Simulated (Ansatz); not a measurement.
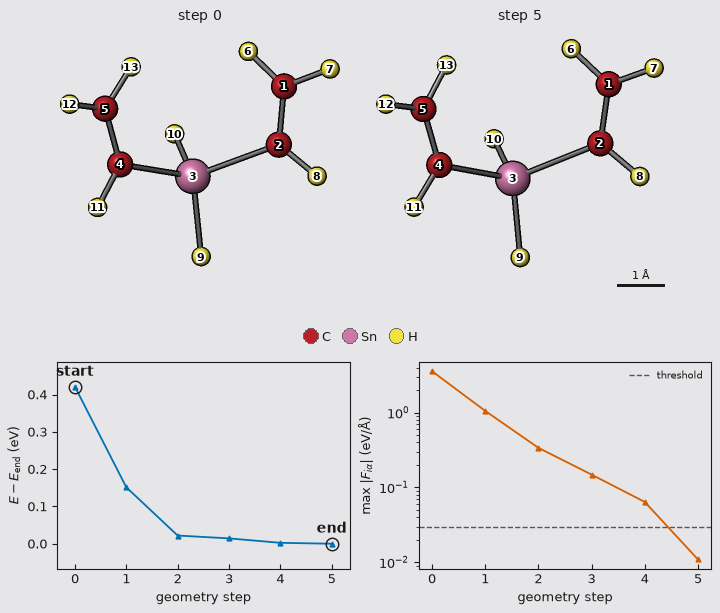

First and last geometry of a relaxation of C$_{4}$H$_{8}$Sn (coarse preliminary run), with the history of the run. The picture is a ball-and-stick view, seen from a free direction.

The start comes from a force field.

Method: Ansatz 0.2.0, RKS PBE-D4/def2-SVP. Settings: force threshold 0.03 eV/Å; at most 200 steps.

### Read the history and describe the run.

It converged. The largest move after the best rigid fit is that of H10, 0.12 Å. By element the largest moves are H 0.12 Å, C 0.12 Å, Sn 0.09 Å. Some distances before and after: Sn3–C4 2.074 → 2.160 Å, C5–H12 1.045 → 1.105 Å, C2–Sn3 2.103 → 2.161 Å, Sn3–H9 1.789 → 1.731 Å. Among the angles between lasting bonds that change: C1–C2–Sn3 118.4° → 123.8°, C2–C1–H6 126.7° → 122.6°, H12–C5–H13 119.3° → 115.4°. The energy falls by 0.421 eV in 5 geometry steps. Largest force component: 3.6 eV/Å at the start, 0.011 eV/Å at the end. Cost: 11 s on 4 threads of Arm Neoverse V1, with other jobs on the host.

```csv
step,"E − E(0), eV","largest force component, eV/Å"
0,0.0000,3.5820
1,-0.2694,1.0561
2,-0.3987,0.3386
3,-0.4063,0.1484
4,-0.4182,0.0640
5,-0.4206,0.0109
```
